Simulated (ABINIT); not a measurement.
# Quasiparticle gap of BP (F-43m) in ABINIT

How does a plane-wave GW calculation on BP (F-43m) run from the first input to the gap?

Method: LDA and many-body steps on it, plane waves, in ABINIT 10.8.3.

**1. Starting point**

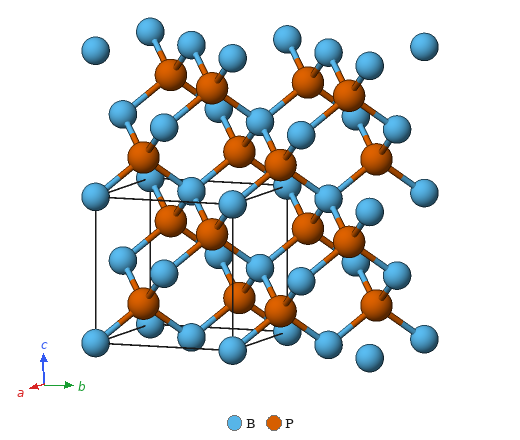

The cell as given, slightly off an axis (boron blue, phosphorus orange). 1×2×2 cells are drawn. This picture shows the conventional cell, with its axes. Bonds to atoms that aren't drawn are left out. Some periodic images of atoms are drawn too.

Coordinates:

```cif
data_structure
_symmetry_space_group_name_H-M 'F-43m'
_symmetry_Int_Tables_number 216
_cell_length_a 4.5380
_cell_length_b 4.5380
_cell_length_c 4.5380
_cell_angle_alpha 90.000
_cell_angle_beta 90.000
_cell_angle_gamma 90.000
_cell_volume 93.45
loop_
_atom_site_label
_atom_site_type_symbol
_atom_site_symmetry_multiplicity
_atom_site_Wyckoff_symbol
_atom_site_fract_x
_atom_site_fract_y
_atom_site_fract_z
_atom_site_occupancy
B1 B 4 a 0.00000 0.00000 0.00000 1
P1 P 4 d 0.25000 0.25000 0.75000 1
```

The cell and positions come from the Crystallography Open Database and are kept as given unless a step says otherwise.

**2. Ground state**

This step: ABINIT 10.8.3; DFT, LDA, plane waves, norm-conserving pseudopotentials.

The ground-state density comes first.

File run.abi:

```
acell 3*1.0 Angstrom
rprim 
  0.000000000000 2.269000000000 2.269000000000
  2.269000000000 0.000000000000 2.269000000000
  2.269000000000 2.269000000000 0.000000000000
ntypat 2
znucl 5 15
natom 2
typat 1 2
xred 
  0.000000000000 0.000000000000 0.000000000000
  0.250000000000 0.250000000000 0.250000000000
pp_dirpath "pseudos"
pseudos "B.upf, P.upf"
ecut 34
ngkpt 8 8 8
nshiftk 1
shiftk 0 0 0
kptopt 1
chksymbreak 0
nband 9
occopt 1
tolvrs 1e-10
nstep 60
prtwf 0
indata_prefix "in"
outdata_prefix "out"
tmpdata_prefix "tmp"
```

Run with:

```
OMP_NUM_THREADS=1 mpirun -n 4 abinit run.abi > log
```

Numbers of over 12 decimals in the logs are rounded to 6 here.

The log of the run:

```text
.Version 10.8.3 of ABINIT. v10.8.2 released Aug 2026.

 Symmetries : space group F-4 3 m (#216); Bravais cF (face-center cubic)
================================================================================
 Values of the parameters that define the memory need of the present run
     intxc =       0    ionmov =       0      iscf =       7    lmnmax =       6
     lnmax =       6     mgfft =      32  mpssoang =       3    mqgrid =    3001
     natom =       2  nloc_mem =       1    nspden =       1   nspinor =       1
    nsppol =       1      nsym =      24    n1xccc =    2501    ntypat =       2
    occopt =       1   xclevel =       1
-    mband =           9        mffmem =           1         mkmem =           8
       mpw =        1506          nfft =       32768          nkpt =          29
================================================================================
  Rough estimation (10% accuracy) of disk space for files :
================================================================================

--------------------------------------------------------------------------------
------------- Echo of variables that govern the present computation ------------
--------------------------------------------------------------------------------
 -outvars: echo values of preprocessed input variables --------
            acell      1.8897261259E+00  1.8897261259E+00  1.8897261259E+00 Bohr

      chksymbreak           0
             ecut      3.40000000E+01 Hartree
-          fftalg         312

              ixc       -1012
              kpt      0.00000000E+00  0.00000000E+00  0.00000000E+00
                       1.25000000E-01  0.00000000E+00  0.00000000E+00
                       2.50000000E-01  0.00000000E+00  0.00000000E+00
                       3.75000000E-01  0.00000000E+00  0.00000000E+00
                       5.00000000E-01  0.00000000E+00  0.00000000E+00
                       1.25000000E-01  1.25000000E-01  0.00000000E+00
                       2.50000000E-01  1.25000000E-01  0.00000000E+00
                       3.75000000E-01  1.25000000E-01  0.00000000E+00
                       5.00000000E-01  1.25000000E-01  0.00000000E+00
   [... 18 further rows ...]
                      -3.75000000E-01  5.00000000E-01  1.25000000E-01
                      -2.50000000E-01  5.00000000E-01  2.50000000E-01
         kptrlatt        8    0    0      0    8    0      0    0    8
          kptrlen      4.85107901E+01
P           mkmem           8
            natom           2
            nband           9
            ngfft          32      32      32
             nkpt          29
            nstep          60
             nsym          24
           ntypat           2
              occ      2.000000  2.000000  2.000000  2.000000  0.000000  0.000000
[...]
prtwf           0
            rprim      0.0000000000E+00  2.2690000000E+00  2.2690000000E+00
[...]
spgroup         216

           tolvrs      1.00000000E-10

             xred      0.0000000000E+00  0.0000000000E+00  0.0000000000E+00
[...]
znucl        5.00000   15.00000

================================================================================

 chkinp: Checking input parameters for consistency.

================================================================================
== DATASET  1 ==================================================================
-   mpi_nproc: 4, omp_nthreads: 1 (-1 if OMP is not activated)

--- !DatasetInfo
iteration_state: {dtset: 1, }
dimensions: {natom: 2, nkpt: 29, mband: 9, nsppol: 1, nspinor: 1, nspden: 1, mpw: 1506, }
cutoff_energies: {ecut:  34.0, pawecutdg:  -1.0, }
electrons: {nelect:   8.00000000E+00, charge:   0.00000000E+00, occopt:   1.00000000E+00, tsmear:   1.00000000E-02, }

 Real(R)+Recip(G) space primitive vectors, cartesian coordinates (Bohr,Bohr^-1):
 R(1)=  0.0000000  4.2877886  4.2877886  G(1)= -0.1166102  0.1166102  0.1166102
 R(2)=  4.2877886  0.0000000  4.2877886  G(2)=  0.1166102 -0.1166102  0.1166102
 R(3)=  4.2877886  4.2877886  0.0000000  G(3)=  0.1166102  0.1166102 -0.1166102
 Unit cell volume ucvol=  1.5766311E+02 bohr^3
 Angles (23,13,12)=  6.00000000E+01  6.00000000E+01  6.00000000E+01 degrees

 getcut: wavevector=  0.0000  0.0000  0.0000  ngfft=  32  32  32
         ecut(hartree)=     34.000   => boxcut(ratio)=   2.01047

--- Pseudopotential description ------------------------------------------------
- B Generated using ONCVPSP code by D. R. Hamann
-  5.00000   3.00000  180309                  znucl, zion, pspdat
12 -1012 1 -1 1498                            pspcod,pspxc,lmax,lloc,mmax
     nproj     2     2     0
  pspatm : epsatm=    3.19369156
         --- l  ekb(1:nproj) -->
[...]
pspatm: atomic psp has been read  and splines computed

- P Generated using ONCVPSP code by D. R. Hamann
- 15.00000   5.00000  180309                  znucl, zion, pspdat
12 -1012 2 -1 1298                            pspcod,pspxc,lmax,lloc,mmax
     nproj     2     2     2
  pspatm : epsatm=    7.03163270
         --- l  ekb(1:nproj) -->
[...]
2   -3.024864   -0.802189
 pspatm: atomic psp has been read  and splines computed

   8.18025940E+01                                ecore*ucvol(ha*bohr**3)
--------------------------------------------------------------------------------

_setup2: Arith. and geom. avg. npw (full set) are    1493.475    1493.449

================================================================================

--- !BeginCycle
iteration_state: {dtset: 1, }
solver: {iscf: 7, nstep: 60, nline: 4, wfoptalg: 0, }
tolerances: {tolvrs: 1.00E-10, }

     iter   Etot(hartree)      deltaE(h)  residm     vres2
 ETOT  1  -9.915056    -9.915E+00 5.083E-02 1.109E+02
 ETOT  2  -9.939581    -2.452E-02 4.560E-03 2.318E+01
 ETOT  3  -9.945288    -5.707E-03 1.347E-02 2.185E-01
 ETOT  4  -9.945333    -4.526E-05 7.401E-03 9.600E-04
 ETOT  5  -9.945333    -7.213E-08 2.933E-03 1.073E-05
 ETOT  6  -9.945333    -1.420E-09 3.814E-04 2.248E-07
 ETOT  7  -9.945333    -3.630E-11 1.226E-04 2.352E-09
 ETOT  8  -9.945333    -2.238E-13 4.714E-05 5.082E-11

 At SCF step    8       vres2   =  5.08E-11 < tolvrs=  1.00E-10 =>converged.

 Cartesian components of stress tensor (hartree/bohr^3)
  sigma(1 1)=  1.93282974E-04  sigma(3 2)=  0.00000000E+00
  sigma(2 2)=  1.93282974E-04  sigma(3 1)=  0.00000000E+00
  sigma(3 3)=  1.93282974E-04  sigma(2 1)=  0.00000000E+00

--- !ResultsGS
iteration_state: {dtset: 1, }
comment   : Summary of ground state results
lattice_vectors:
- [  0.0000000,   4.2877886,   4.2877886, ]
- [  4.2877886,   0.0000000,   4.2877886, ]
- [  4.2877886,   4.2877886,   0.0000000, ]
lattice_lengths: [   6.06385,    6.06385,    6.06385, ]
lattice_angles: [ 60.000,  60.000,  60.000, ] # degrees, (23, 13, 12)
lattice_volume:   1.5766311E+02
convergence: {deltae: -2.238E-13, res2:  5.082E-11, residm:  4.714E-05, diffor: null, }
etotal    :  -9.94533338E+00
entropy   :   0.00000000E+00
fermie    :   2.66764467E-01
cartesian_stress_tensor: # hartree/bohr^3
- [  1.93282974E-04,   0.00000000E+00,   0.00000000E+00, ]
- [  0.00000000E+00,   1.93282974E-04,   0.00000000E+00, ]
- [  0.00000000E+00,   0.00000000E+00,   1.93282974E-04, ]
pressure_GPa:  -5.6866E+00
xred      :
- [  0.0000E+00,   0.0000E+00,   0.0000E+00,  B]
- [  2.5000E-01,   2.5000E-01,   2.5000E-01,  P]
cartesian_forces: # hartree/bohr
- [ -0.00000000E+00,  -0.00000000E+00,  -0.00000000E+00, ]
- [ -0.00000000E+00,  -0.00000000E+00,  -0.00000000E+00, ]
force_length_stats: {min:   0.00000000E+00, max:   0.00000000E+00, mean:   0.00000000E+00, }

 Integrated electronic density in atomic spheres:
 ------------------------------------------------
 Atom  Sphere_radius  Integrated_density
    1        2.00000          2.69856628
    2        2.00000          2.92877689
================================================================================

 ----iterations are completed or convergence reached----

 Mean square residual over all n,k,spin=   33.024E-08; max=  47.139E-06
 reduced coordinates (array xred) for    2 atoms
       0.000000000000      0.000000000000      0.000000000000
       0.250000000000      0.250000000000      0.250000000000
 rms dE/dt=  0.0000E+00; max dE/dt=  0.0000E+00; dE/dt below (all hartree)
    1       0.000000000000      0.000000000000      0.000000000000
    2       0.000000000000      0.000000000000      0.000000000000

 cartesian coordinates (angstrom) at end:
    1      0.000000     0.000000     0.000000
    2      1.134500     1.134500     1.134500

 cartesian forces (hartree/bohr) at end:
    1     -0.000000    -0.000000    -0.000000
    2     -0.000000    -0.000000    -0.000000
 frms,max,avg= 0.0000000E+00 0.0000000E+00   0.000E+00  0.000E+00  0.000E+00 h/b

 cartesian forces (eV/Angstrom) at end:
    1     -0.000000    -0.000000    -0.000000
    2     -0.000000    -0.000000    -0.000000
 frms,max,avg= 0.0000000E+00 0.0000000E+00   0.000E+00  0.000E+00  0.000E+00 e/A
 length scales=  1.889726125908  1.889726125908  1.889726125908 bohr
              =  1.000000000000  1.000000000000  1.000000000000 angstroms
 prteigrs : about to open file out_EIG
 Fermi (or HOMO) energy (hartree) =   0.26676   Average Vxc (hartree)=  -0.40614
 Eigenvalues (hartree) for nkpt=  29  k points:
 kpt#   1, nband=  9, wtk=  0.00195, kpt=  0.0000  0.0000  0.0000 (reduced coord)
  -0.29912    0.26676    0.26676    0.26676    0.39121    0.39121    0.39121    0.53650
   0.68093
 prteigrs : prtvol=0 or 1, do not print more k-points.

--- !EnergyTerms
iteration_state     : {dtset: 1, }
comment             : Components of total free energy in Hartree
kinetic             :  4.66327709358637E+00
hartree             :  6.28233186811952E-01
xc                  : -3.32048385479749E+00
Ewald energy        : -1.04916197636976E+01
psp_core            :  5.18844228886739E-01
local_psp           : -3.01821889928580E+00
non_local_psp       :  1.07463463149545E+00
total_energy        : -9.94533337700038E+00
total_energy_eV     : -2.70626307866604E+02
band_energy         :  2.34280599719305E-01

 Cartesian components of stress tensor (hartree/bohr^3)
  sigma(1 1)=  1.93282974E-04  sigma(3 2)=  0.00000000E+00
  sigma(2 2)=  1.93282974E-04  sigma(3 1)=  0.00000000E+00
  sigma(3 3)=  1.93282974E-04  sigma(2 1)=  0.00000000E+00

-Cartesian components of stress tensor (GPa)         [Pressure= -5.6866E+00 GPa]
- sigma(1 1)=  5.68658142E+00  sigma(3 2)=  0.00000000E+00
- sigma(2 2)=  5.68658142E+00  sigma(3 1)=  0.00000000E+00
- sigma(3 3)=  5.68658142E+00  sigma(2 1)=  0.00000000E+00

== END DATASET(S) ==============================================================
================================================================================

 -outvars: echo values of variables after computation  --------
           etotal     -9.9453333770E+00
            nband           9
             nkpt          29
          spgroup         216
 [... the other variables as echoed above ...]

 Calculation completed.
```

Elapsed: 3.3 s, on 4 MPI ranks of Arm Neoverse V2, shared host; peak memory 0.25 GiB.

This step gave:

```yaml
total_energy: -270.6263 eV
gap: 1.229 eV
k_of_the_valence_top: 0, 0, 0
k_of_the_conduction_bottom: 0.375, 0.375, 0
least_direct_gap: 3.386 eV
pressure: -5.687 GPa
```

The gap is indirect, with the least direct gap 2.16 eV higher.

The cutoff was set for levels, not for stress, so the pressure can be off by some GPa.

[end of part 1 of 3]

[Paths, hosts, dates, memory and timing lines, banners, echoed tables and standing remarks are left out of the program output.]

[Logs are printed without paths, hosts, clocks, repeated set-up lines and the standing remarks that a program may print on its own settings, such as how far it seeks lower states.]

[Runs of the session that timed out or met a known fault of the program may be left out.]

[Hosts, paths, dates, database ids (printed as entryN), source tags and the programs' standing remarks are cut or masked in the printed files.]

[G0W0 gaps are taken among the corrected bands and points alone; a level outside them can change the order at an edge.]

[Where Ansatz stands beside ABINIT at settings called matched, ABINIT's density can come from a denser mesh and the files from another edition; pairs whose starting gaps differed by over 0.03 eV were left out, so agreement reads better than it is.]
